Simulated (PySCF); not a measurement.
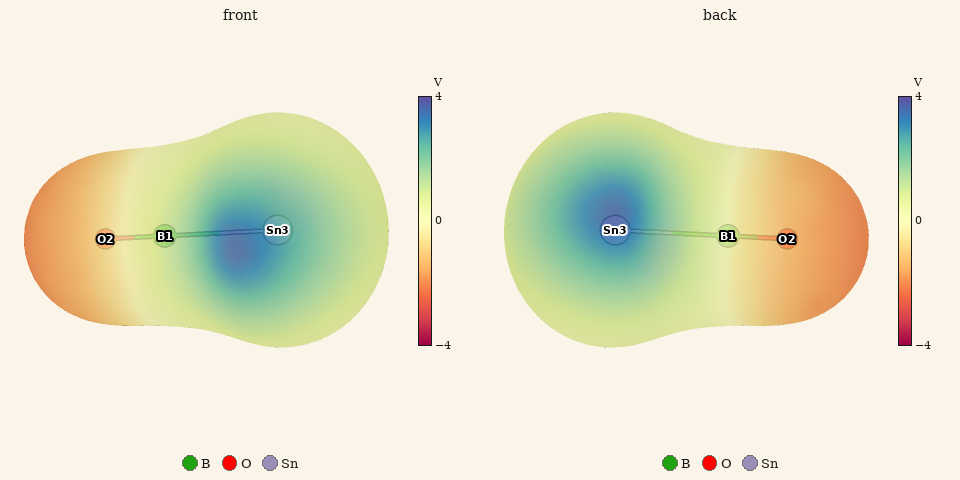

Figure 1: BOSn (SMILES [O][B]=[Sn]) (doublet). The molecular electrostatic potential painted on the density surface at 0.002 e/bohr³, seen from the front and from behind; the colour scale runs from red (negative) to blue (positive).

Geometry: PBE0-D4/def2-SVP; core potentials replace the inner electrons of Sn.

Level of theory: Gaussian-basis quantum chemistry of an isolated molecule with PySCF, energy and nuclear gradient, functional PBE0 in PySCF 2.14.0.

Input file:

```
# [O][B]=[Sn]
from pyscf import gto, dft

mol = gto.M(
    atom='''
B   -1.711506  -0.070137   2.443354
O   -2.743929   0.418875   2.838980
Sn   0.254578  -1.003048   1.691270
''',
    verbose=3,
    basis='def2-tzvpd',
    ecp={'Sn': 'def2-svp'},
    spin=1,
    charge=0,
    max_memory=3720,
)

myscf = dft.UKS(mol, xc='pbe0')
myscf = myscf.density_fit(auxbasis='def2-universal-jkfit')
myscf.max_cycle = 100
myscf.grids.level = 3
myscf.conv_tol = 1e-09
myscf.kernel()
if not myscf.converged:
    myscf = myscf.newton().run(myscf.mo_coeff, myscf.mo_occ)
for _ in range(3):
    mo, _, stable, _ = myscf.stability(return_status=True)
    if stable:
        break
    myscf.kernel(myscf.make_rdm1(mo, myscf.mo_occ))

e_final = myscf.e_tot
print('E = %.10f Eh' % e_final)
grad = myscf.nuc_grad_method().kernel()
dip = myscf.dip_moment()
pop, q = myscf.mulliken_pop()
```

Command:

```sh
OMP_NUM_THREADS=2 python run.py
```

### Describe the electrostatic potential map.

The most negative region (about −2.0 V, or −46 kcal/mol for a unit charge) lies over O2, the most positive (about +3.6 V, or +83 kcal/mol for a unit charge) over Sn3. O2 is the likeliest acceptor of a hydrogen bond.

### What dipole moment does the calculation give?

Its dipole moment is 4.33 D.
